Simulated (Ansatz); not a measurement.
Start from WS$_{2}$ (space group P6_3/mmc, No. 194; a = 3.115 Å, c = 11.772 Å; layered, stacked along the Cartesian z axis). Axes: x lies along a and z along c of the hexagonal cell.

The change: compressive biaxial strain of 2.40 % in the plane normal to [001], as in epitaxy on a mismatched substrate; the out-of-plane cell vector and the atoms relax.

The values are results of PBEsol-D3(BJ) in Ansatz (plane waves to 420 eV, PAW, no SOC), not measurements.

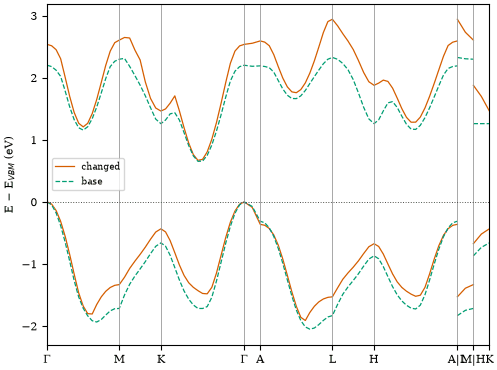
*Highest valence and lowest conduction band along the path, each from its own valence-band maximum*

Task: Read the changed gap and its character from the plot.

Result: About 0.7 eV, indirect, Γ → K–Γ (44 % along).

Spin-orbit coupling, missing from the scalar runs, can matter with W. Stability against distortions was not tested.

Ansatz is a quantum-chemistry and plane-wave program.
